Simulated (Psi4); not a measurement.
# C2F4O (trifluoroacetyl fluoride) at CCSD/cc-pVDZ

Aim: the vertical ionisation energy of C2F4O (trifluoroacetyl fluoride) at CCSD/cc-pVDZ, from 2 runs. 

Program for the calculation: Psi4 1.11.

### 1 Starting point

The species is C2F4O (7 atoms), meant as a singlet with charge 0. As SMILES, `O=C(F)C(F)(F)F`. The shape is that of a PBE0-D4/def2-TZVP optimisation.

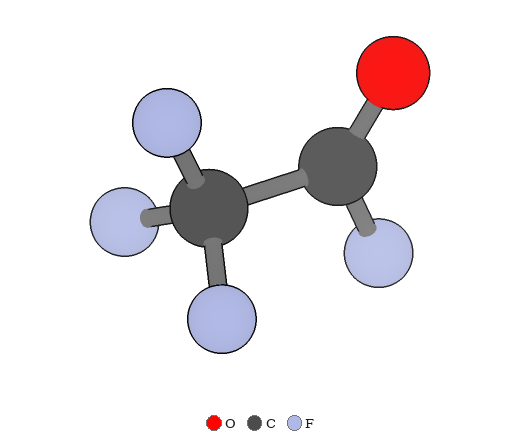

The structure, seen from a chosen angle (oxygen red, carbon dark grey, fluorine light blue).

### 2 The energy at CCSD/cc-pVDZ

Input file job.json:

```json
{
 "schema_name": "qcschema_input",
 "schema_version": 1,
 "molecule": {
  "schema_name": "qcschema_molecule",
  "schema_version": 2,
  "symbols": ["O", "C", "F", "C", "F", "F", "F"],
  "geometry": [2.00533957, -2.63837892, 1.32496258, 0.16814783, -1.50820932, 0.82231432, -2.14831625, -2.26957997, 1.39813277, 0.03429853, 1.04284536, -0.57908767, -1.31880207, 0.79041575, -2.68103004, -1.06642914, 2.76198591, 0.8859603, 2.32578043, 1.8209212, -1.17127115],
  "molecular_charge": 0,
  "molecular_multiplicity": 1,
  "fix_symmetry": "c1"
 },
 "driver": "energy",
 "model": {
  "method": "ccsd",
  "basis": "cc-pVDZ"
 },
 "keywords": {
  "reference": "rhf",
  "puream": true,
  "e_convergence": 1e-09,
  "d_convergence": 1e-08,
  "scf_type": "pk",
  "num_frozen_docc": 7
 }
}
```

Run with:

```console
$ psi4 --qcschema job.json -n 1 --memory 2200MB
```

stdout:

```text
[...]
  Running in c1 symmetry.
[...]
  Nuclear repulsion =  336.982269640956758
[...]
  Multiplicity = 1
[...]
  Nalpha       = 28
  Nbeta        = 28
[...]
    Number of basis functions: 98
[...]
   @RHF iter   1:  -548.19362070429850   -6.17303e-01   7.15022e-03 DIIS/ADIIS
[...]
   @RHF iter  13:  -548.38566350515475   -2.27374e-13   3.50145e-09 DIIS
[...]
    Orbital Energies [Eh]
    ---------------------
    Doubly Occupied:
       1A    -26.382237     2A    -26.382218     3A    -26.381611
       4A    -26.380351     5A    -20.637825     6A    -11.558647
       7A    -11.477320     8A     -1.782309     9A     -1.711755
      10A     -1.682207    11A     -1.681183    12A     -1.488242
      13A     -1.067320    14A     -0.938119    15A     -0.873783
      16A     -0.868250    17A     -0.860426    18A     -0.771067
      19A     -0.764566    20A     -0.745204    21A     -0.736780
      22A     -0.733819    23A     -0.699673    24A     -0.698139
      25A     -0.681601    26A     -0.641115    27A     -0.585194
      28A     -0.534443
[...]
  @RHF Final Energy:  -548.38566350515475
   => Energetics <=
    Nuclear Repulsion Energy =            336.9822696409567584
    One-Electron Energy =               -1431.2450522278290919
    Two-Electron Energy =                 545.8771190817176375
    Total Energy =                       -548.3856635051547528
[...]
 Multipole Moments:
 ------------------------------------------------------------------------------------
     Multipole            Electronic (a.u.)      Nuclear  (a.u.)        Total (a.u.)
 ------------------------------------------------------------------------------------
 L = 1.  Multiply by 2.5417464519 to convert [e a0] to [Debye]
 Dipole X            :         -1.1787801            0.9793085           -0.1994716
 Dipole Y            :          1.5325009           -1.3638575            0.1686434
 Dipole Z            :         -0.7690685            0.6885256           -0.0805429
 Magnitude           :                                                    0.2733435
[...]
      * MP2 total energy                      = -549.557184572086953
[...]
      * CCSD total energy                     = -549.569122739933164
[...]
```

The result, in JSON:

```text
{
 "driver": "energy",
 "model": {
  "method": "ccsd",
  "basis": "cc-pVDZ"
 },
 "success": true,
 "return_result": -549.5691227399332,
 "properties": {
  "calcinfo_nbasis": 98,
  "calcinfo_nmo": 98,
  "calcinfo_nalpha": 28,
  "calcinfo_nbeta": 28,
  "calcinfo_natom": 7,
  "nuclear_repulsion_energy": 336.98226964095676,
  "return_energy": -549.5691227399332,
  "scf_one_electron_energy": -1431.245052227829,
  "scf_two_electron_energy": 545.8771190817176,
  "scf_dipole_moment": [-0.19947162614211522, 0.16864340392113686, -0.08054293251817435],
  "scf_total_energy": -548.3856635051548,
  "scf_iterations": 13,
  "mp2_same_spin_correlation_energy": -0.32561699942956446,
  "mp2_opposite_spin_correlation_energy": -0.8459040675057742,
  "mp2_singles_energy": -7.314978278136748e-28,
  "mp2_doubles_energy": -1.1715210669353386,
  "mp2_correlation_energy": -1.1715210669353386,
  "mp2_total_energy": -549.557184572087,
  "ccsd_same_spin_correlation_energy": -0.2875241972388849,
  "ccsd_opposite_spin_correlation_energy": -0.8959350375427111,
  "ccsd_singles_energy": 0.0,
  "ccsd_doubles_energy": -1.183459234781596,
  "ccsd_correlation_energy": -1.1834592347815962,
  "ccsd_total_energy": -549.5691227399332,
  "ccsd_iterations": 17
 }
}
```

Run time: 76 s. Hardware: 1 thread of AMD EPYC 7R43 (Zen 3), shared host; peak memory 0.73 GiB.

### 3 The doublet cation, same level

Input file c2f4o.xyz:

```xyz
7
C2F4O
O      1.061180    -1.396170     0.701140
C      0.088980    -0.798110     0.435150
F     -1.136840    -1.201010     0.739860
C      0.018150     0.551850    -0.306440
F     -0.697880     0.418270    -1.418740
F     -0.564330     1.461580     0.468830
F      1.230750     0.963590    -0.619810
```

Input file job.py:

```python
import psi4

psi4.set_memory(2200000000)
psi4.set_num_threads(1)
psi4.set_output_file('run.log', False)

with open('c2f4o.xyz') as f:
    atoms = ''.join(f.readlines()[2:])
mol = psi4.geometry('1 2\n' + atoms + 'symmetry c1')

psi4.set_options({
    'reference': 'uhf',
    'puream': True,
    'e_convergence': 1e-09,
    'd_convergence': 1e-08,
    'scf_type': 'pk',
    'num_frozen_docc': 7,
    'maxiter': 100,
})

E, wfn = psi4.energy("ccsd/cc-pVDZ", molecule=mol, return_wfn=True)
print(f'total energy {E:.8f} hartree = {E * 27.211386:.5f} eV')
for k, v in sorted(psi4.core.scalar_variables().items()):
    print(f'{k:45s} {v:18.10f}')
```

Run with:

```console
$ python job.py
```

run.log:

```text
[...]
  Running in c1 symmetry.
[...]
  Nuclear repulsion =  336.982269552340540
[...]
  Multiplicity = 2
[...]
  Nalpha       = 28
  Nbeta        = 27
[...]
    Number of basis functions: 98
[...]
   @UHF iter   1:  -547.59800202527231   -2.16848e-02   8.25124e-03 DIIS/ADIIS
[...]
   @UHF iter  22:  -547.95170330252790   -7.38964e-12   7.92596e-09 DIIS
[...]
   @S^2 Observed:                7.723048158E-01
[...]
    Orbital Energies [Eh]
    ---------------------
    Alpha Occupied:
       1A    -26.701379     2A    -26.600087     3A    -26.600070
       4A    -26.598796     5A    -21.117018     6A    -11.820853
       7A    -11.812670     8A     -2.036733     9A     -1.995142
      10A     -1.950149    11A     -1.896809    12A     -1.894392
      13A     -1.349855    14A     -1.225992    15A     -1.180898
      16A     -1.154891    17A     -1.104811    18A     -1.077523
      19A     -1.068234    20A     -1.051049    21A     -1.014922
      22A     -0.994436    23A     -0.952923    24A     -0.951256
      25A     -0.908647    26A     -0.907662    27A     -0.890427
      28A     -0.870843
    Alpha Virtual:
[...]
  @UHF Final Energy:  -547.95170330252790
   => Energetics <=
    Nuclear Repulsion Energy =            336.9822695523405400
    One-Electron Energy =               -1415.8944062479245076
    Two-Electron Energy =                 530.9604333930560642
    Total Energy =                       -547.9517033025279034
  UHF NO Occupations:
  HONO-2 :   26  A 1.9966193
  HONO-1 :   27  A 1.9946091
[...]
 Multipole Moments:
 ------------------------------------------------------------------------------------
     Multipole            Electronic (a.u.)      Nuclear  (a.u.)        Total (a.u.)
 ------------------------------------------------------------------------------------
 L = 1.  Multiply by 2.5417464519 to convert [e a0] to [Debye]
 Dipole X            :         -0.4017346            0.9793085            0.5775739
 Dipole Y            :         -0.2147915           -1.3638575           -1.5786489
 Dipole Z            :          0.1451203            0.6885256            0.8336459
 Magnitude           :                                                    1.8763501
[...]
      * MP2 total energy                      = -549.078833957942265
[...]
      * CCSD total energy                     = -549.108110562362299
```

The script printed:

```text
total energy -549.10811056 hartree = -14941.99275 eV
CC D1 DIAGNOSTIC                                    0.0000000000
CC D2 DIAGNOSTIC                                    0.0000000000
CC NEW D1 DIAGNOSTIC                                0.0000000000
CC T1 DIAGNOSTIC                                    0.0401430372
CCSD CORRELATION ENERGY                            -1.1564072598
CCSD DOUBLES ENERGY                                -1.1564072598
CCSD ITERATIONS                                    28.0000000000
CCSD OPPOSITE-SPIN CORRELATION ENERGY              -0.8750109378
CCSD SAME-SPIN CORRELATION ENERGY                  -0.2813963220
CCSD SINGLES ENERGY                                -0.0000000000
CCSD TOTAL ENERGY                                -549.1081105624
CURRENT CORRELATION ENERGY                         -1.1564072598
CURRENT ENERGY                                   -549.1081105624
CURRENT REFERENCE ENERGY                         -547.9517033025
DD SOLVATION ENERGY                                 0.0000000000
HF KINETIC ENERGY                                 547.7585307578
HF POTENTIAL ENERGY                             -1095.7102340603
HF TOTAL ENERGY                                  -547.9517033025
HF VIRIAL RATIO                                     2.0003526600
MP2 CORRELATION ENERGY                             -1.1271306554
MP2 DOUBLES ENERGY                                 -1.1271306554
MP2 OPPOSITE-SPIN CORRELATION ENERGY               -0.8152196829
MP2 SAME-SPIN CORRELATION ENERGY                   -0.3119109726
MP2 SINGLES ENERGY                                 -0.0000000000
MP2 TOTAL ENERGY                                 -549.0788339579
NUCLEAR REPULSION ENERGY                          336.9822695523
ONE-ELECTRON ENERGY                             -1415.8944062479
PCM POLARIZATION ENERGY                             0.0000000000
PE ENERGY                                           0.0000000000
SCF ITERATION ENERGY                             -547.9517033025
SCF ITERATIONS                                     22.0000000000
SCF TOTAL ENERGY                                 -547.9517033025
TWO-ELECTRON ENERGY                               530.9604333931
```

Run time: 5.5 min. Hardware: 1 thread of AMD EPYC 7R43 (Zen 3), shared host; peak memory 0.9 GiB.

### 4 Results

At CCSD/cc-pVDZ, 7 core orbitals frozen:

| quantity | value |
| --- | --- |
| singlet C2F4O: total energy | -549.56912 Eh |
| singlet C2F4O: HOMO energy (Hartree–Fock orbitals) | -14.54 eV |
| singlet C2F4O: LUMO energy (Hartree–Fock orbitals) | 2.95 eV |
| singlet C2F4O: HOMO–LUMO gap (Hartree–Fock orbitals) | 17.49 eV |
| singlet C2F4O: correlation energy (7 core orbitals frozen) | -1183.5 mEh |
| singlet C2F4O: T1 diagnostic | 0.014 |
| doublet cation: total energy | -549.10811 Eh |
| doublet cation: HOMO energy (Hartree–Fock orbitals) (highest over α and β) | -23.70 eV |
| doublet cation: LUMO energy (Hartree–Fock orbitals) (lowest over α and β) | -9.30 eV |
| doublet cation: correlation energy (7 core orbitals frozen) | -1156.4 mEh |
| doublet cation: ⟨S²⟩ of the reference determinant | 0.772 |
| doublet cation: T1 diagnostic | 0.040 |
| vertical ionisation energy (to the doublet cation) | 12.545 eV |

Removing an electron at fixed nuclei costs 12.54 eV (1210 kJ/mol).
